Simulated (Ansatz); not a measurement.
# SiHF3 + SiH4: a complex and its separated parts

Aim: how far the complex at one end of a reaction step lies below its separated, relaxed parts, level by level.

Program: Ansatz 0.2.0, Gaussian basis. Level of theory: PBE0-D4/def2-TZVP structures, single points in def2-TZVPP, no counterpoise correction. These are calculated values, not measurements.

Levels: SPW92, PBE-D4, BLYP-D4, r2SCAN-D4, B97M-V, PBE0-D4, B3LYP-D4, r2SCAN0-D4, BHLYP-D4, CAM-B3LYP-D4, wB97X-V, wB97M-V, B2PLYP, PBE-QIDH, RPA on PBE, Hartree-Fock, MP2, CCSD, CCSD(T).

Correlated methods freeze the cores. B3LYP uses VWN-RPA correlation. B2PLYP carries no dispersion term here.

94 further runs of the same task are left out: 94 set aside as unsound or not needed. Runs told in other sessions of the task aren't counted.

## 1. Where the work starts

The complex: 10 atoms, charge 0, spin multiplicity 1.

Atoms are counted from 1 here; the program's logs count them from 0.

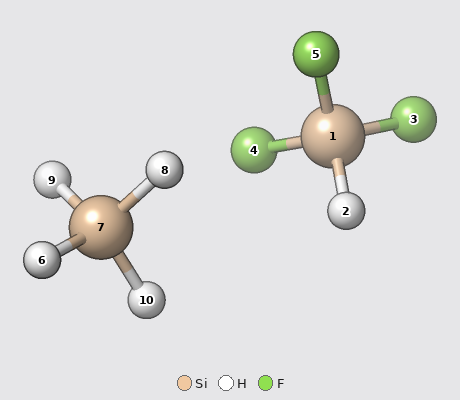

As it starts; silicon light orange, hydrogen white, fluorine green; atoms are numbered from 1 in the order of the file.

As a file:

| atom | x (Å) | y (Å) | z (Å) |
| --- | --- | --- | --- |
| Si1 | -1.33314 | 0.30268 | -1.49503 |
| H2 | 0.00625 | 0.32013 | -2.07770 |
| F3 | -2.41073 | -0.01815 | -2.59535 |
| F4 | -1.44082 | -0.79813 | -0.37394 |
| F5 | -1.68675 | 1.69494 | -0.85480 |
| H6 | 2.63415 | 0.04611 | 2.18066 |
| Si7 | 1.37134 | -0.30494 | 1.48343 |
| H8 | 0.83696 | 0.91018 | 0.81363 |
| H9 | 0.37777 | -0.80979 | 2.46146 |
| H10 | 1.64498 | -1.34292 | 0.45764 |

Its parts: SiHF3 holds atoms 1, 2, 3, 4, 5; SiH4 holds atoms 6, 7, 8, 9, 10. Each part counts its atoms afresh in its own runs.

## 2. Relaxing SiHF3 alone

relax-a/in.yaml reads:

```yaml
crystal:
  periodic: [false, false, false]
  atoms:
    - {symbol: Si, position_ang: [-1.333143, 0.302677, -1.495031]}
    - {symbol: H, position_ang: [0.006246, 0.320132, -2.077697]}
    - {symbol: F, position_ang: [-2.410733, -0.018151, -2.595345]}
    - {symbol: F, position_ang: [-1.440824, -0.798132, -0.373939]}
    - {symbol: F, position_ang: [-1.686749, 1.694936, -0.854804]}
basis:
  gaussian: {orbitals: def2-TZVP}
hamiltonian: {xc: pbe0, dispersion: d4}
relax: {f_tol: 0.005, max_steps: 200}
```

On the command line:

```console
$ ansatz run in.yaml --threads 8 --pin off --events-out ev --progress --plain --max-ram 19148MiB
```

Standard output (excerpt; [...] marks lines left out):

```text
Functional definition: PBE0
  name "PBE0"
  cite "Adamo & Barone, J. Chem. Phys. 110, 6158 (1999) doi:10.1063/1.478522"
  cite "Perdew, Burke & Ernzerhof, Phys. Rev. Lett. 77, 3865 (1996) doi:10.1103/PhysRevLett.77.3865"
  parent pbe
[...]
780 factors; their error is unknown
[...]
mean field -16042.93228652 eV, -589.5668872397 hartree, gradient 4.5e-5 eV, S^2 0.000000; 0 other end points of the search recorded, 0 dependent functions left out
[...]
reference -16042.93230726 eV, -589.5668880017 hartree; 21, 21 occupied and 115, 115 virtual orbitals, 780 factors
[...]
reference -16042.93255581 eV, -589.5668971359 hartree; 21, 21 occupied and 115, 115 virtual orbitals, 780 factors
Total energy: -16042.99143744 eV, -589.5690609957 hartree
Atom 0 at    -1.335644     0.300861    -1.495532 Å, force     0.000029    -0.000101     0.000127 eV/Å
Atom 1 at     0.005559     0.321115    -2.075372 Å, force     0.000084     0.000038     0.000033 eV/Å
Atom 2 at    -2.411865    -0.018066    -2.597395 Å, force    -0.000101     0.000029     0.000027 eV/Å
Atom 3 at    -1.438808    -0.796830    -0.373698 Å, force     0.000012    -0.000080    -0.000079 eV/Å
Atom 4 at    -1.684445     1.694381    -0.854819 Å, force    -0.000024     0.000112    -0.000108 eV/Å
Dipole moment:     0.251357     0.003804    -0.108675 e Å
```

It took 4.2 s on 8 threads of Arm Neoverse N1, shared host.

Along the way:

| step | energy from step 1 (eV) | largest force component (eV/Å) |
| --- | --- | --- |
| 1 | 0.0000 | 0.0798 |
| 2 | -0.0002 | 0.0504 |
| 3 | -0.0002 | 0.0183 |
| 4 | -0.0002 | 0.0001 |

Close pairs (by a distance rule), those that changed most:

| bond | before (Å) | after (Å) | change (Å) |
| --- | --- | --- | --- |
| Si1–F4 | 1.575 | 1.573 | -0.002 |
| Si1–H2 | 1.461 | 1.461 | +0.001 |
| Si1–F5 | 1.573 | 1.573 | +0.000 |
| Si1–F3 | 1.573 | 1.573 | -0.000 |

## 3. Relaxing SiH4 alone

relax-b/in.yaml reads:

```yaml
crystal:
  periodic: [false, false, false]
  atoms:
    - {symbol: H, position_ang: [2.634148, 0.046110, 2.180663]}
    - {symbol: Si, position_ang: [1.371340, -0.304943, 1.483431]}
    - {symbol: H, position_ang: [0.836964, 0.910176, 0.813628]}
    - {symbol: H, position_ang: [0.377771, -0.809789, 2.461457]}
    - {symbol: H, position_ang: [1.644979, -1.342915, 0.457636]}
basis:
  gaussian: {orbitals: def2-TZVP}
hamiltonian: {xc: pbe0, dispersion: d4}
relax: {f_tol: 0.005, max_steps: 200}
```

On the command line:

```console
$ ansatz run in.yaml --threads 8 --pin off --events-out ev --progress --plain --max-ram 19148MiB
```

Standard output (excerpt; [...] marks lines left out):

```text
[... 5 set-up lines as earlier in the session ...]
[...]
444 factors; their error is unknown
[...]
mean field -7939.08491316 eV, -291.7559892537 hartree, gradient 1.6e-5 eV, S^2 0.000000; 0 other end points of the search recorded, 0 dependent functions left out
[...]
Atom 1 at     1.373042    -0.300272     1.479364 Å, force     0.000023     0.000139    -0.000167 eV/Å
Atom 2 at     0.832852     0.911815     0.813423 Å, force     0.000011     0.000043    -0.000020 eV/Å
Atom 3 at     0.381194    -0.809983     2.459577 Å, force    -0.000236    -0.000124     0.000241 eV/Å
Atom 4 at     1.644035    -1.345577     0.460388 Å, force     0.000039    -0.000123    -0.000134 eV/Å
Dipole moment:     0.000002    -0.000000     0.000002 e Å
```

Wall time 1.1 s (8 threads of Arm Neoverse N1, shared host).

Step by step:

| step | energy from step 1 (eV) | largest force component (eV/Å) |
| --- | --- | --- |
| 1 | 0.0000 | 0.0912 |
| 2 | -0.0005 | 0.0121 |
| 3 | -0.0005 | 0.0068 |
| 4 | -0.0005 | 0.0002 |

Close pairs (by a distance rule), those that changed most:

| bond | before (Å) | after (Å) | change (Å) |
| --- | --- | --- | --- |
| Si2–H3 | 1.487 | 1.485 | -0.002 |
| Si2–H4 | 1.483 | 1.485 | +0.002 |
| H1–Si2 | 1.485 | 1.485 | +0.000 |
| Si2–H5 | 1.485 | 1.485 | -0.000 |

## 4. SPW92/def2-TZVPP

parta/in.yaml reads:

```yaml
crystal:
  periodic: [false, false, false]
  atoms:
    - {symbol: Si, position_ang: [-1.335644, 0.300861, -1.495532]}
    - {symbol: H, position_ang: [0.005559, 0.321115, -2.075372]}
    - {symbol: F, position_ang: [-2.411865, -0.018066, -2.597395]}
    - {symbol: F, position_ang: [-1.438808, -0.796830, -0.373698]}
    - {symbol: F, position_ang: [-1.684445, 1.694381, -0.854819]}
basis:
  gaussian: {orbitals: def2-TZVPP}
hamiltonian: {xc: lda}
```

partb/in.yaml reads:

```yaml
crystal:
  periodic: [false, false, false]
  atoms:
    - {symbol: H, position_ang: [2.634079, 0.042657, 2.184062]}
    - {symbol: Si, position_ang: [1.373042, -0.300272, 1.479364]}
    - {symbol: H, position_ang: [0.832852, 0.911815, 0.813423]}
    - {symbol: H, position_ang: [0.381194, -0.809983, 2.459577]}
    - {symbol: H, position_ang: [1.644035, -1.345577, 0.460388]}
basis:
  gaussian: {orbitals: def2-TZVPP}
hamiltonian: {xc: lda}
```

Each run has its own folder and the same command.

On the command line:

```console
$ ansatz run in.yaml --threads 8 --pin off --events-out ev --progress --plain --max-ram 19148MiB
```

Output in parta (excerpt; [...] marks lines left out):

```text
Functional definition: SPW92
  name "SPW92"
  cite "Dirac, Proc. Camb. Phil. Soc. 26, 376 (1930) doi:10.1017/S0305004100016108"
  cite "Slater, Phys. Rev. 81, 385 (1951) doi:10.1103/PhysRev.81.385"
  cite "Perdew & Wang, Phys. Rev. B 45, 13244 (1992) doi:10.1103/PhysRevB.45.13244"
[...]
815 factors; their error is unknown
[...]
mean field -15970.74695564 eV, -586.9141252587 hartree, gradient 3.1e-5 eV, S^2 0.000000; 0 other end points of the search recorded, 0 dependent functions left out
reference -15970.74698269 eV, -586.9141262527 hartree; 21, 21 occupied and 128, 128 virtual orbitals, 815 factors
Total energy: -15970.74698269 eV, -586.9141262527 hartree
```

Log of partb (excerpt; [...] marks lines left out):

```text
[... 5 set-up lines as earlier in the session ...]
[...]
524 factors; their error is unknown
[...]
mean field -7909.52603501 eV, -290.6697205174 hartree, gradient 1.6e-5 eV, S^2 0.000000; 0 other end points of the search recorded, 0 dependent functions left out
reference -7909.52606710 eV, -290.6697216967 hartree; 9, 9 occupied and 89, 89 virtual orbitals, 524 factors
Total energy: -7909.52606710 eV, -290.6697216967 hartree
```

Times: 0.4 s (parta), 0.25 s (partb) on 8 threads of Arm Neoverse N1, shared host.

## 5. PBE-D4/def2-TZVPP

The same edit goes into each in.yaml of step 4 (parta, partb):

```diff
-hamiltonian: {xc: lda}
+hamiltonian: {xc: pbe, dispersion: d4}
```

One command serves all of them, each in its own folder.

On the command line:

```console
$ ansatz run in.yaml --threads 8 --pin off --events-out ev --progress --plain --max-ram 19148MiB
```

Log of parta (excerpt; [...] marks lines left out):

```text
Functional definition: PBE
  name "PBE"
[... 2 set-up lines as earlier in the session ...]
[...]
815 factors; their error is unknown
[...]
mean field -16042.15012305 eV, -589.5381432623 hartree, gradient 4.9e-5 eV, S^2 0.000000; 0 other end points of the search recorded, 0 dependent functions left out
reference -16042.15015269 eV, -589.5381443514 hartree; 21, 21 occupied and 128, 128 virtual orbitals, 815 factors
Total energy: -16042.22177416 eV, -589.5407763920 hartree
```

Log of partb (excerpt; [...] marks lines left out):

```text
[... 4 set-up lines as earlier in the session ...]
[...]
524 factors; their error is unknown
[...]
mean field -7938.15290029 eV, -291.7217384125 hartree, gradient 1.8e-5 eV, S^2 0.000000; 0 other end points of the search recorded, 0 dependent functions left out
reference -7938.15293459 eV, -291.7217396730 hartree; 9, 9 occupied and 89, 89 virtual orbitals, 524 factors
Total energy: -7938.19527550 eV, -291.7232956726 hartree
```

Times: 0.55 s (parta), 0.3 s (partb) on 8 threads of Arm Neoverse N1, shared host.

## 6. BLYP-D4/def2-TZVPP

Each input of step 5 (parta, partb) changes in the same lines:

```diff
-hamiltonian: {xc: pbe, dispersion: d4}
+hamiltonian: {xc: {name: BLYP}, dispersion: d4}
```

Each run has its own folder and the same command.

On the command line:

```console
$ ansatz run in.yaml --threads 8 --pin off --events-out ev --progress --plain --max-ram 19148MiB
```

Output in parta (excerpt; [...] marks lines left out):

```text
Functional definition: BLYP
  name "BLYP"
  cite "Becke, Phys. Rev. A 38, 3098 (1988) doi:10.1103/PhysRevA.38.3098"
  cite "Lee, Yang & Parr, Phys. Rev. B 37, 785 (1988) doi:10.1103/PhysRevB.37.785"
[...]
815 factors; their error is unknown
[...]
mean field -16053.47156648 eV, -589.9541986344 hartree, gradient 7.4e-5 eV, S^2 0.000000; 0 other end points of the search recorded, 0 dependent functions left out
reference -16053.47182492 eV, -589.9542081318 hartree; 21, 21 occupied and 128, 128 virtual orbitals, 815 factors
Total energy: -16053.63649724 eV, -589.9602597278 hartree
```

Output in partb (excerpt; [...] marks lines left out):

```text
[... 4 set-up lines as earlier in the session ...]
[...]
524 factors; their error is unknown
[...]
mean field -7942.32373149 eV, -291.8750136319 hartree, gradient 1.6e-5 eV, S^2 0.000000; 0 other end points of the search recorded, 0 dependent functions left out
reference -7942.32401298 eV, -291.8750239765 hartree; 9, 9 occupied and 89, 89 virtual orbitals, 524 factors
Total energy: -7942.42242778 eV, -291.8786406538 hartree
```

They took 0.6 s (parta), 0.35 s (partb) on 8 threads of Arm Neoverse N1, shared host.

## 7. r2SCAN-D4/def2-TZVPP

Each input of step 6 (parta, partb) changes in the same lines:

```diff
-hamiltonian: {xc: {name: BLYP}, dispersion: d4}
+hamiltonian: {xc: r2scan, dispersion: d4}
```

The same command starts each run, in its folder.

On the command line:

```console
$ ansatz run in.yaml --threads 8 --pin off --events-out ev --progress --plain --max-ram 19148MiB
```

Output in parta (excerpt; [...] marks lines left out):

```text
Functional definition: r2SCAN
  name "r2SCAN"
  cite "Furness, Kaplan, Ning, Perdew & Sun, J. Phys. Chem. Lett. 11, 8208 (2020) doi:10.1021/acs.jpclett.0c02405"
  cite "Furness, Kaplan, Ning, Perdew & Sun, J. Phys. Chem. Lett. 11, 9248 (2020) doi:10.1021/acs.jpclett.0c03077"
  parent r2scan
[...]
815 factors; their error is unknown
[...]
mean field -16050.13946754 eV, -589.8317462567 hartree, gradient 4.6e-5 eV, S^2 0.000000; 0 other end points of the search recorded, 0 dependent functions left out
reference -16050.13947544 eV, -589.8317465472 hartree; 21, 21 occupied and 128, 128 virtual orbitals, 815 factors
Total energy: -16050.15546772 eV, -589.8323342527 hartree
```

partb printed (excerpt; [...] marks lines left out):

```text
[... 5 set-up lines as earlier in the session ...]
[...]
524 factors; their error is unknown
[...]
mean field -7941.75741974 eV, -291.8542020589 hartree, gradient 1.3e-5 eV, S^2 0.000000; 0 other end points of the search recorded, 0 dependent functions left out
reference -7941.75743034 eV, -291.8542024484 hartree; 9, 9 occupied and 89, 89 virtual orbitals, 524 factors
Total energy: -7941.76699970 eV, -291.8545541159 hartree
```

Wall times: 1.5 s (parta), 0.8 s (partb) on 8 threads of Arm Neoverse N1, shared host.

## 8. B97M-V/def2-TZVPP

Each input of step 7 (parta, partb) changes in the same lines:

```diff
-hamiltonian: {xc: r2scan, dispersion: d4}
+hamiltonian: {xc: {name: B97M-V}}
```

Each run has its own folder and the same command.

On the command line:

```console
$ ansatz run in.yaml --threads 8 --pin off --events-out ev --progress --plain --max-ram 19148MiB
```

Log of parta (excerpt; [...] marks lines left out):

```text
Functional definition: B97M-V
  name "B97M-V"
  cite "Mardirossian & Head-Gordon, J. Chem. Phys. 142, 074111 (2015) doi:10.1063/1.4907719"
  cite "Becke, J. Chem. Phys. 107, 8554 (1997) doi:10.1063/1.475007"
  cite "Vydrov & Van Voorhis, J. Chem. Phys. 133, 244103 (2010) doi:10.1063/1.3521275"
  # Of w^i u^j: cxij and so on, Table III.
[...]
  gx(w, u) = cx00 + cx01*u + cx02*u^2 + (cx10 + cx11*u)*w
[...]
  gos(w, u) = cos00 + cos01*u + cos03*u^3 + cos10*w + cos32*w^3*u^2
[...]
      + integral(e_c_pw_mod_opposite_spin*gos(b97_w_opposite, b97_u_opposite)) + vv10(b, c)
815 factors; their error is unknown
[...]
mean field -16049.12777838 eV, -589.7945673659 hartree, gradient 4.2e-5 eV, S^2 0.000000; 0 other end points of the search recorded, 0 dependent functions left out
reference -16049.12782079 eV, -589.7945689245 hartree; 21, 21 occupied and 128, 128 virtual orbitals, 815 factors
Total energy: -16049.12782079 eV, -589.7945689245 hartree
```

Output in partb (excerpt; [...] marks lines left out):

```text
[... 5 set-up lines as earlier in the session ...]
  # Of w^i u^j: cxij and so on, Table III.
[...]
  gx(w, u) = cx00 + cx01*u + cx02*u^2 + (cx10 + cx11*u)*w
[...]
  gos(w, u) = cos00 + cos01*u + cos03*u^3 + cos10*w + cos32*w^3*u^2
[...]
      + integral(e_c_pw_mod_opposite_spin*gos(b97_w_opposite, b97_u_opposite)) + vv10(b, c)
524 factors; their error is unknown
[...]
mean field -7940.58580650 eV, -291.8111460664 hartree, gradient 3.8e-5 eV, S^2 0.000000; 0 other end points of the search recorded, 0 dependent functions left out
reference -7940.58585893 eV, -291.8111479932 hartree; 9, 9 occupied and 89, 89 virtual orbitals, 524 factors
Total energy: -7940.58585893 eV, -291.8111479932 hartree
```

They took 2.3 s (parta), 1 s (partb) on 8 threads of Arm Neoverse N1, shared host.

## 9. PBE0-D4/def2-TZVPP

The same edit goes into each in.yaml of step 8 (parta, partb):

```diff
-hamiltonian: {xc: {name: B97M-V}}
+hamiltonian: {xc: pbe0, dispersion: d4}
+output: {orbitals: {seedname: orbitals}}
```

One command serves all of them, each in its own folder.

On the command line:

```console
$ ansatz run in.yaml --threads 8 --pin off --events-out ev --progress --plain --max-ram 19148MiB
```

parta printed (excerpt; [...] marks lines left out):

```text
[... 5 set-up lines as earlier in the session ...]
[...]
818 factors; their error is unknown
[...]
mean field -16042.94288322 eV, -589.5672766610 hartree, gradient 5.6e-5 eV, S^2 0.000000; 0 other end points of the search recorded, 0 dependent functions left out
reference -16042.94290398 eV, -589.5672774239 hartree; 21, 21 occupied and 128, 128 virtual orbitals, 818 factors
Total energy: -16043.00178560 eV, -589.5694412836 hartree
```

Log of partb (excerpt; [...] marks lines left out):

```text
[... 5 set-up lines as earlier in the session ...]
[...]
527 factors; their error is unknown
[...]
mean field -7939.10185166 eV, -291.7566117319 hartree, gradient 5.6e-5 eV, S^2 0.000000; 0 other end points of the search recorded, 0 dependent functions left out
reference -7939.10187755 eV, -291.7566126835 hartree; 9, 9 occupied and 89, 89 virtual orbitals, 527 factors
Total energy: -7939.13645896 eV, -291.7578835267 hartree
```

Times: 0.75 s (parta), 0.3 s (partb) on 8 threads of Arm Neoverse N1, shared host.

## 10. B3LYP-D4/def2-TZVPP

The same edit goes into each in.yaml of step 9 (parta, partb):

```diff
-hamiltonian: {xc: pbe0, dispersion: d4}
-output: {orbitals: {seedname: orbitals}}
+hamiltonian: {xc: {name: B3LYP}, dispersion: d4}
```

Each run has its own folder and the same command.

On the command line:

```console
$ ansatz run in.yaml --threads 8 --pin off --events-out ev --progress --plain --max-ram 19148MiB
```

Log of parta (excerpt; [...] marks lines left out):

```text
Functional definition: B3LYP
  name "B3LYP"
  cite "Stephens, Devlin, Chabalowski & Frisch, J. Phys. Chem. 98, 11623 (1994) doi:10.1021/j100096a001"
[... 2 set-up lines as earlier in the session ...]
  cite "Vosko, Wilk & Nusair, Can. J. Phys. 58, 1200 (1980) doi:10.1139/p80-159"
[...]
818 factors; their error is unknown
[...]
mean field -16054.68590737 eV, -589.9988248390 hartree, gradient 3.5e-5 eV, S^2 0.000000; 0 other end points of the search recorded, 0 dependent functions left out
reference -16054.68609433 eV, -589.9988317094 hartree; 21, 21 occupied and 128, 128 virtual orbitals, 818 factors
Total energy: -16054.80287698 eV, -590.0031233929 hartree
```

partb printed (excerpt; [...] marks lines left out):

```text
[... 6 set-up lines as earlier in the session ...]
[...]
527 factors; their error is unknown
[...]
mean field -7943.47009358 eV, -291.9171416616 hartree, gradient 4.1e-5 eV, S^2 0.000000; 0 other end points of the search recorded, 0 dependent functions left out
reference -7943.47030424 eV, -291.9171494032 hartree; 9, 9 occupied and 89, 89 virtual orbitals, 527 factors
Total energy: -7943.53896984 eV, -291.9196728177 hartree
```

They took 0.85 s (parta), 0.35 s (partb) on 8 threads of Arm Neoverse N1, shared host.

## 11. r2SCAN0-D4/def2-TZVPP

The same edit goes into each in.yaml of step 10 (parta, partb):

```diff
-hamiltonian: {xc: {name: B3LYP}, dispersion: d4}
+hamiltonian: {xc: {name: r2SCAN0}, dispersion: d4}
```

One command serves all of them, each in its own folder.

On the command line:

```console
$ ansatz run in.yaml --threads 8 --pin off --events-out ev --progress --plain --max-ram 19148MiB
```

parta printed (excerpt; [...] marks lines left out):

```text
Functional definition: r2SCAN0
  name "r2SCAN0"
  cite "Bursch, Neugebauer, Ehlert & Grimme, J. Chem. Phys. 156, 134105 (2022) doi:10.1063/5.0086040"
[... 3 set-up lines as earlier in the session ...]
[...]
818 factors; their error is unknown
[...]
mean field -16048.97245813 eV, -589.7888594519 hartree, gradient 3.9e-5 eV, S^2 0.000000; 0 other end points of the search recorded, 0 dependent functions left out
reference -16048.97246412 eV, -589.7888596721 hartree; 21, 21 occupied and 128, 128 virtual orbitals, 818 factors
Total energy: -16048.99119413 eV, -589.7895479872 hartree
```

Log of partb (excerpt; [...] marks lines left out):

```text
[... 6 set-up lines as earlier in the session ...]
[...]
527 factors; their error is unknown
[...]
mean field -7941.68707351 eV, -291.8516168827 hartree, gradient 3.7e-6 eV, S^2 0.000000; 0 other end points of the search recorded, 0 dependent functions left out
reference -7941.68708197 eV, -291.8516171935 hartree; 9, 9 occupied and 89, 89 virtual orbitals, 527 factors
Total energy: -7941.69814561 eV, -291.8520237747 hartree
```

Times: 1.8 s (parta), 0.85 s (partb) on 8 threads of Arm Neoverse N1, shared host.

## 12. BHLYP-D4/def2-TZVPP

Each input of step 11 (parta, partb) changes in the same lines:

```diff
-hamiltonian: {xc: {name: r2SCAN0}, dispersion: d4}
+hamiltonian: {xc: {name: BHLYP}, dispersion: d4}
```

Each run has its own folder and the same command.

On the command line:

```console
$ ansatz run in.yaml --threads 8 --pin off --events-out ev --progress --plain --max-ram 19148MiB
```

Log of parta (excerpt; [...] marks lines left out):

```text
Functional definition: BHLYP
  name "BHLYP"
  cite "Becke, J. Chem. Phys. 98, 1372 (1993) doi:10.1063/1.464304"
[... 2 set-up lines as earlier in the session ...]
[...]
894 factors; their error is unknown
[...]
mean field -16051.39495619 eV, -589.8778846137 hartree, gradient 1.7e-5 eV, S^2 0.000000; 0 other end points of the search recorded, 0 dependent functions left out
reference -16051.39507868 eV, -589.8778891150 hartree; 21, 21 occupied and 128, 128 virtual orbitals, 894 factors
Total energy: -16051.47951982 eV, -589.8809922697 hartree
```

Log of partb (excerpt; [...] marks lines left out):

```text
[... 5 set-up lines as earlier in the session ...]
[...]
546 factors; their error is unknown
[...]
mean field -7942.64000907 eV, -291.8866366187 hartree, gradient 4.7e-6 eV, S^2 0.000000; 0 other end points of the search recorded, 0 dependent functions left out
reference -7942.64015168 eV, -291.8866418594 hartree; 9, 9 occupied and 89, 89 virtual orbitals, 546 factors
Total energy: -7942.68773493 eV, -291.8883905114 hartree
```

Times: 0.9 s (parta), 0.35 s (partb) on 8 threads of Arm Neoverse N1, shared host.

(Part 1 of 2 ends here.)
